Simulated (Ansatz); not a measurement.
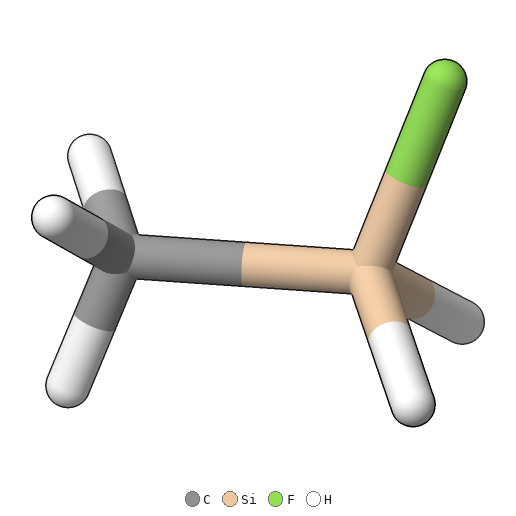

Stick drawing of a structure.

The computed structure is the end point of a PBE0-D4/def2-TZVP optimisation.

Question: What is the molecular formula?

Answer: CH₅FSi, 8 atoms: 1 carbon, 5 hydrogen, 1 fluorine and 1 silicon.

Question: Name functional groups in it.

Answer: Among them: Si–H bond.

Question: Describe its rings.

Answer: It has no ring.

Question: What is its SMILES?

Answer: C[SiH2]F

Question: Which point group does it belong to?

Answer: Cs.

The parts below concern this one geometry. Atoms keep their numbers from picture to picture.

**Shape**

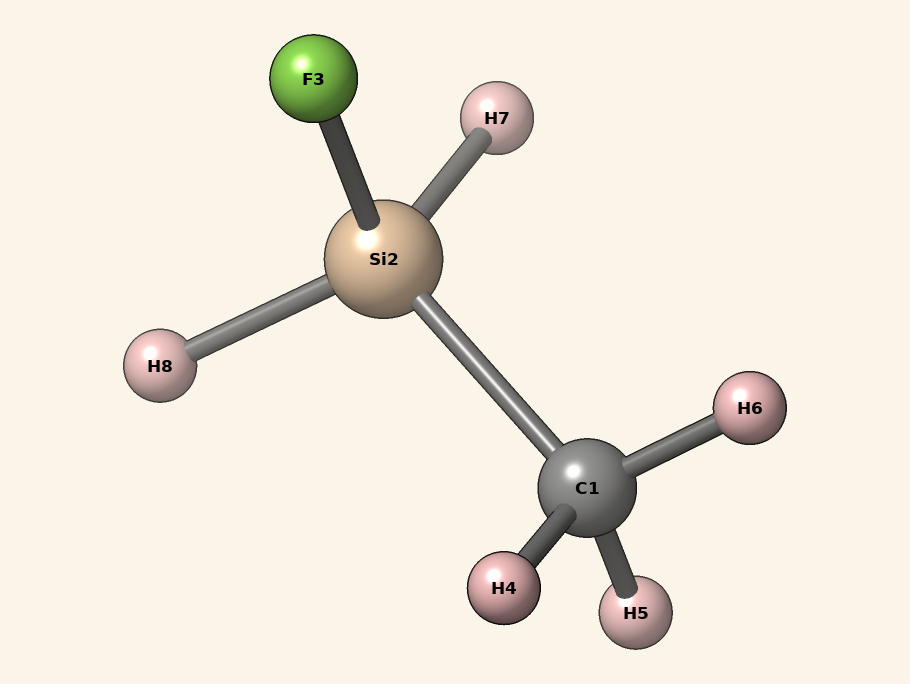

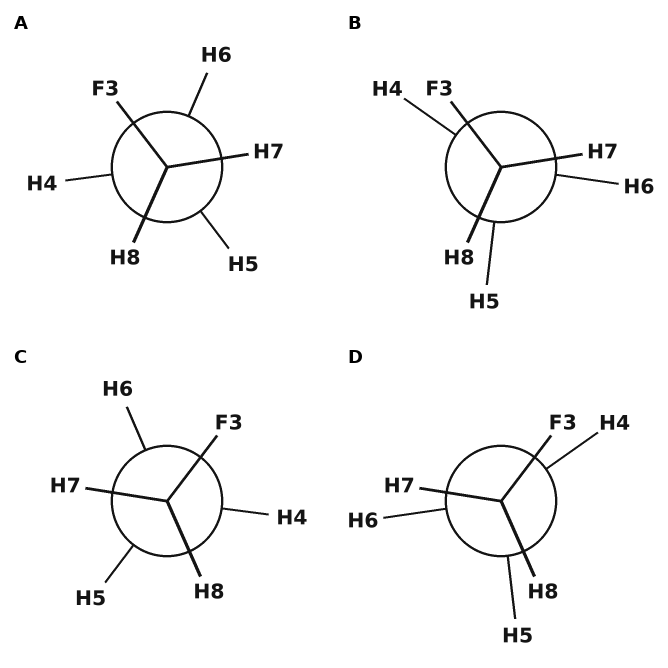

Atoms fade into the background with distance from the viewer. Bonds that would overlap in a projection are set slightly apart.

Question: Which Newman projection shows the view along Si2–C1, with Si2 in front?

Answer: C. The torsion angle F3–Si2–C1–H4 is 60°, synclinal (gauche).

**Dipole moment**

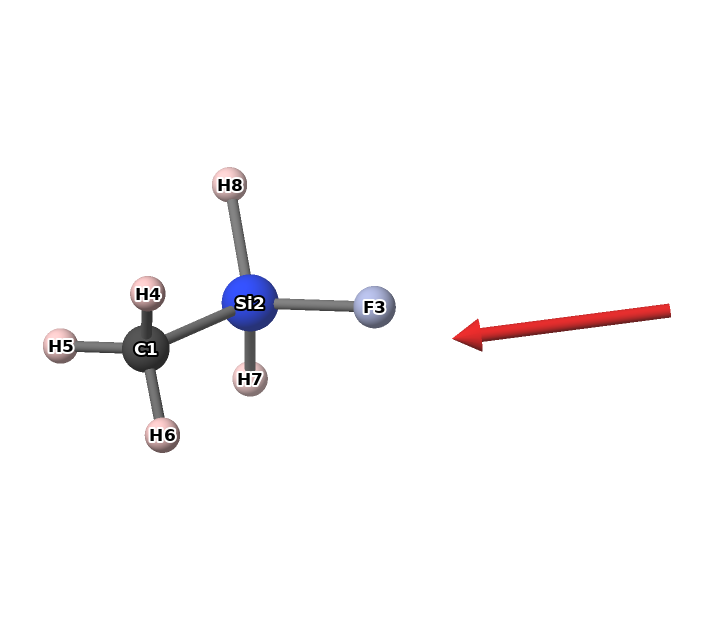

The arrow beside the molecule shows the direction of the dipole moment, from the negative to the positive end (its length means nothing). Properties computed with RKS PBE0-D4/def2-TZVP (Ansatz 0.2.0).

Question: How large is the dipole moment?

Answer: 1.74 D; it points from the side of F3 to the side of H5 (the outermost atoms at the two ends).

**Thermal motion**

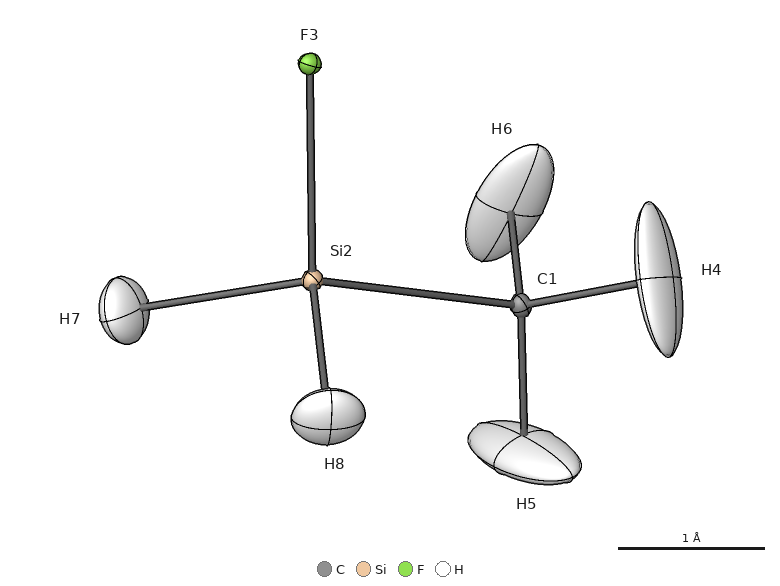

Displacement ellipsoids at the 50 % level, from the internal vibrations of the free molecule (harmonic, no overall translation or rotation; no half-axis is drawn under 0.075 Å). Vibrations computed with RKS PBE0-D4/def2-TZVP (Ansatz 0.2.0). Temperature: 400 K.

Give the displacement parameters, one line for each set of equivalent atoms.

```tsv
atom	U_eq (Å²)	rms amplitudes (Å)
C1	0.0016	0.021, 0.032, 0.058
Si2	0.00085	0.019, 0.026, 0.039
F3	0.0017	0.025, 0.032, 0.058
H4, H6	0.0505	0.074, 0.160, 0.347
H5	0.0563	0.087, 0.168, 0.365
H7, H8	0.0193	0.090, 0.151, 0.165
```

**Electronic properties**

Level of theory: RKS BLYP-D4/def2-TZVPP (Ansatz 0.2.0).

Question: Give the dispersion correction at this level.

Answer: −23.9 kJ/mol.

Question: What is the HOMO–LUMO gap?

Answer: 7.44 eV.

Question: What is the HOMO energy (Kohn–Sham orbital)?

Answer: −7.73 eV.
